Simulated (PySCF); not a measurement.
Excited-state calculation of Cl2

The run: excited-state calculation of Cl2. Method and program: TDA (BP86)/pcseg-3, RKS (PySCF 2.14.0).

The geometry comes from this level: GFN2-xTB.

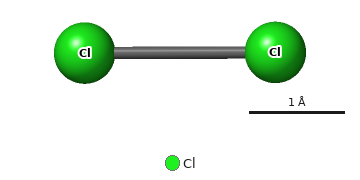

Fig. 1: The input geometry (ball-and-stick view, seen on its broad side). Bond lengths as drawn: Cl–Cl 2.02 Å.

**Key numbers**

| quantity | value |
| --- | --- |
| outcome | converged |
| total energy | −920.516204 hartree |
| basis functions | 128 |
| HOMO | −7.45 eV |
| LUMO | −4.53 eV |
| dipole moment | 0.00 D |
| lowest excitation | 3.37 eV |
| hardware | 1 thread of Arm Neoverse V1, 24 GiB of memory available, shared host |
| wall time | 35 s |
| peak memory | 0.76 GiB |

**Input (run.py)**
```python
from pyscf import gto, dft, tdscf

mol = gto.M(
    atom='''
Cl       0.859850      -0.286310       0.440860
Cl      -0.859850       0.286310      -0.440860
''',
    basis='pcseg-3',
    spin=0,
    verbose=3,
    max_memory=1860,
)

mf = dft.RKS(mol)
mf.xc = 'bp86'
mf.conv_tol = 1e-10
mf.grids.level = 4
mf.kernel()
if not mf.converged:
    mf = mf.newton().run(mf.mo_coeff, mf.mo_occ)

e_final = mf.e_tot
print('Final energy', e_final)

td = mf.TDA()
td.nstates = 3
td.kernel()
td.analyze()
roots = td.e * 27.211386
osc = td.oscillator_strength()
print('state   eV      nm      f')
for i, (w, f) in enumerate(zip(roots, osc), 1):
    print('%3d %9.4f %8.1f %9.5f' % (i, w, 1239.842 / w, f))
```

Launched with:
```bash
OMP_NUM_THREADS=1 python run.py
```

**The program's output**
```
converged SCF energy = -920.51620401729
Final energy -920.51620401729
Excitation energies (eV)
[3.37078791 3.37079253 5.89839229]

** Singlet excitation energies and oscillator strengths **
state   eV      nm      f
  1    3.3708    367.8   0.00047
  2    3.3708    367.8   0.00047
  3    5.8984    210.2   0.00000
```

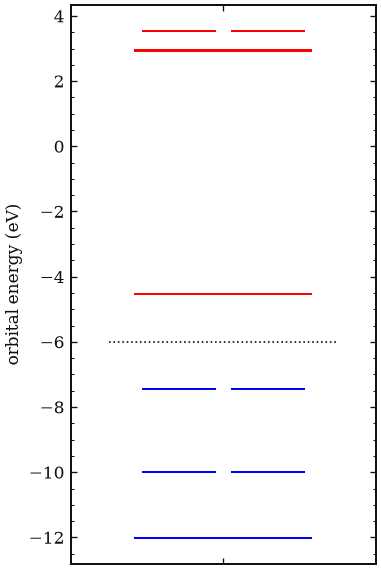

Fig. 2: Orbital energies near the frontier; the dotted line parts filled from empty levels, and levels within 0.02 eV of each other stand side by side. Highest filled −7.45 eV, lowest empty −4.53 eV, 2.92 eV apart.
